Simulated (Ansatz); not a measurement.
# H₆Si₂···PH₃: what the fields show

| atom | x (Å) | y (Å) | z (Å) |
| --- | --- | --- | --- |
| Si | 0.2166 | -0.1214 | 0.2017 |
| Si | 0.4488 | -0.0742 | 2.4481 |
| H | -0.5924 | -0.8972 | 3.1669 |
| H | 1.8075 | -0.6275 | 2.8199 |
| H | 0.3651 | 1.3490 | 2.9547 |
| H | 1.5624 | 0.1374 | -0.4294 |
| H | -0.7311 | 0.9351 | -0.2974 |
| H | -0.2562 | -1.4713 | -0.2712 |
| P | -3.0801 | 0.3735 | 0.8385 |
| H | -2.7643 | -0.9045 | 0.2522 |
| H | -4.1594 | -0.1932 | 1.6199 |
| H | -2.1476 | 0.1820 | 1.9051 |

Not at a stationary point (largest force 1.3 eV/Å).

Level of theory: RKS PBE-D4/def2-SVP (Ansatz).

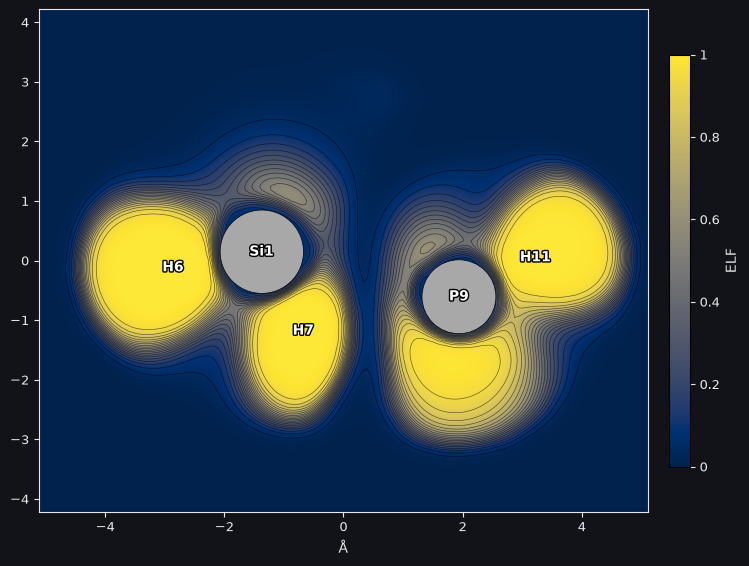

Figure 1. ELF on the plane of atoms H6, Si1 and H7. Grey discs cover the atomic cores.

### Interpret the plot.

The section cuts through Si, H and P sites.
P–H (1.45 Å): the ELF climbs to about 1 towards the hydrogen, as it does in any bond to H.
Si–H (1.50 Å): the ELF climbs to about 1 towards the hydrogen.
The ELF also peaks beside P9, away from the bonds: lone-pair regions.

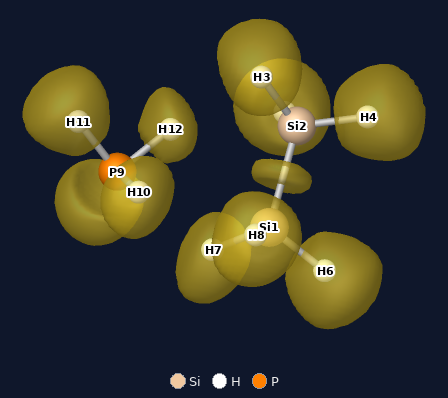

Figure 2. Isosurface of the ELF at 0.9 (yellow), seen at a tilt. Only the valence region is drawn (cores and ρ < 0.01 e/Å³ removed).

### What do the ELF domains correspond to?

The surface consists of one region between bonded Si–Si atoms (shared pairs), nine regions around hydrogen nuclei and one lobe on P, pointing away from the bonds (lone pairs). Along the contacts the grid gives the following. Si2···H12 (2.66 Å): the ELF dips to about 0.05 between them. Si–Si (2.26 Å): the ELF peaks at about 1 between the atoms (a shared electron pair).

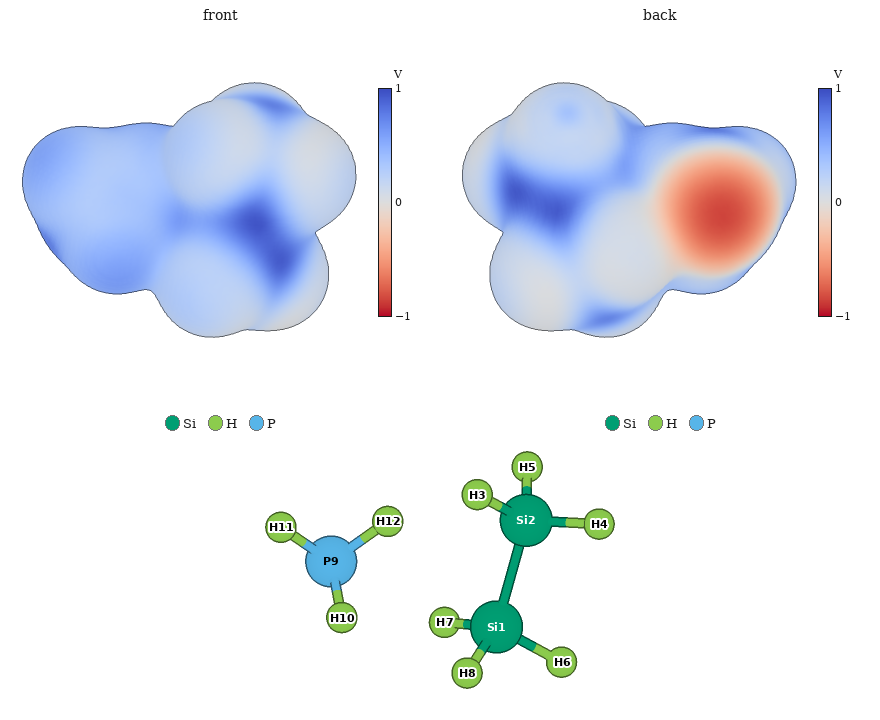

Figure 3. The molecular electrostatic potential painted on the density surface at 0.002 e/bohr³, seen from the front and from behind; the colour scale runs from red (negative) to blue (positive). The bare structure is drawn below in the same view.

### Where is the surface potential most negative and most positive?

The most negative region (about −0.8 V) lies over P9, the most positive (about +0.9 V) over Si1 and Si2.
